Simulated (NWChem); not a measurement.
Energy and gradient calculation of C2H5P2 (charge −1)

C2H5P2, charge −1, SMILES C=C[P-]P, computed with B3LYP/6-31G*, RKS (NWChem 7.3.0).

The geometry comes from this level: GFN2-xTB.

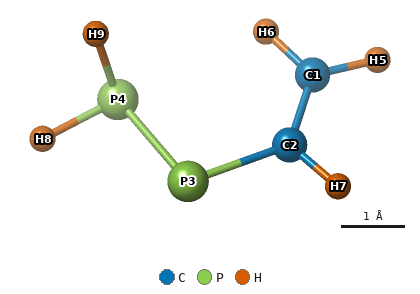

Fig. 1: The input geometry (ball-and-stick view, seen at a tilt; atoms are numbered from 1 in the order of the input).

## The input
```python
from ase import Atoms
from ase.calculators.nwchem import NWChem

atoms = Atoms(['C', 'C', 'P', 'P', 'H', 'H', 'H', 'H', 'H'], positions=[
    [-0.093960, 1.157880, -0.959810],
    [1.006580, 0.588150, -0.456070],
    [1.148590, -0.743430, 0.701430],
    [-0.856080, -1.437690, 0.638570],
    [-0.046830, 1.966840, -1.677990],
    [-1.078140, 0.800830, -0.684790],
    [1.981370, 0.990060, -0.729640],
    [-0.598060, -2.536620, 1.441730],
    [-1.463470, -0.786020, 1.726560],
])

calc = NWChem(
    label='c2h5p2',
    theory='dft',
    memory='2200 mb',
    basis='6-31G*',
    charge=-1,
    dft={'xc': 'b3lyp', 'mult': '1', 'grid': 'xfine', 'convergence': 'energy 1e-08', 'iterations': '100', 'mulliken': None},
)
atoms.calc = calc

forces = atoms.get_forces()
print(f"energy = {atoms.get_potential_energy():.6f} eV")
print("forces (eV/A):")
for s, f in zip(atoms.symbols, forces):
    print(f"{s:2s} {f[0]:10.5f} {f[1]:10.5f} {f[2]:10.5f}")
print("dipole (e A):", atoms.get_dipole_moment().round(4))
```

## File c2h5p2.nwi
```
title "c2h5p2"

permanent_dir c2h5p2

scratch_dir c2h5p2

start c2h5p2

geometry units angstrom nocenter noautosym noautoz
  C  -9.3960000000000002e-02 1.1578800000000000e+00 -9.5981000000000005e-01
  C  1.0065800000000000e+00 5.8814999999999995e-01 -4.5606999999999998e-01
  P  1.1485900000000000e+00 -7.4343000000000004e-01 7.0143000000000000e-01
  P  -8.5607999999999995e-01 -1.4376899999999999e+00 6.3856999999999997e-01
  H  -4.6829999999999997e-02 1.9668399999999999e+00 -1.6779900000000001e+00
  H  -1.0781400000000001e+00 8.0083000000000004e-01 -6.8479000000000001e-01
  H  1.9813700000000001e+00 9.9006000000000005e-01 -7.2963999999999996e-01
  H  -5.9806000000000004e-01 -2.5366200000000001e+00 1.4417300000000000e+00
  H  -1.4634700000000000e+00 -7.8602000000000005e-01 1.7265600000000001e+00
end

charge -1

memory 2200 mb

basis noprint
   * library 6-31G*
end

dft
  xc b3lyp
  mult 1
  grid xfine
  convergence energy 1e-08
  iterations 100
  mulliken
end

task dft gradient
```

Run as:
```bash
export ASE_NWCHEM_COMMAND="nwchem PREFIX.nwi > PREFIX.nwo"
python run.py
```

## Log
```
energy = -20732.377341 eV
forces (eV/A):
C    -0.40752    0.60426   -0.48424
C     0.36787   -0.02422    0.15658
P     1.72079   -0.31429    0.47761
P    -0.94941   -0.21690   -0.80897
H    -0.05065    0.22672   -0.24220
H    -0.24317    0.08114   -0.05389
H     0.15051    0.21129   -0.18954
H     0.05749   -0.98036    0.54374
H    -0.64596    0.41240    0.60102
dipole (e A): [-0.4417  0.5715 -0.2836]
```

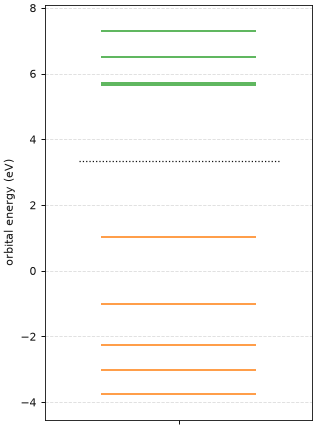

Fig. 2: Orbital energies near the frontier; the dotted line parts filled from empty levels, and levels within 0.02 eV of each other stand side by side. Highest filled 1.02 eV, lowest empty 5.64 eV, 4.62 eV apart.

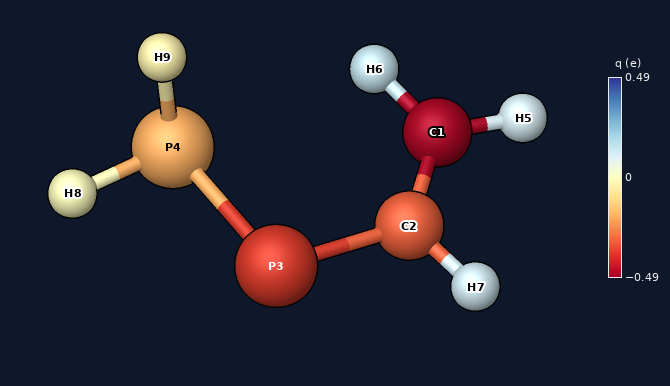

Fig. 3: Löwdin charges, as the colour of each atom (ball-and-stick view, seen at a tilt; atoms are numbered from 1 in the order of the input). By element: C −0.47 to −0.31, P −0.37 to −0.19 and H −0.03 to +0.14 e.

## Summary

```json
{"quantity": "outcome", "value": "converged"}
{"quantity": "total energy", "value": "−761.900821 hartree"}
{"quantity": "basis functions", "value": "78"}
{"quantity": "largest force", "value": "1.813 eV/Å"}
{"quantity": "HOMO", "value": "1.02 eV"}
{"quantity": "LUMO", "value": "5.64 eV"}
{"quantity": "hardware", "value": "1 thread of Intel Xeon (Sapphire Rapids), 16 GiB of memory available, shared host"}
{"quantity": "wall time", "value": "42 s"}
{"quantity": "peak memory", "value": "0.15 GiB"}
```
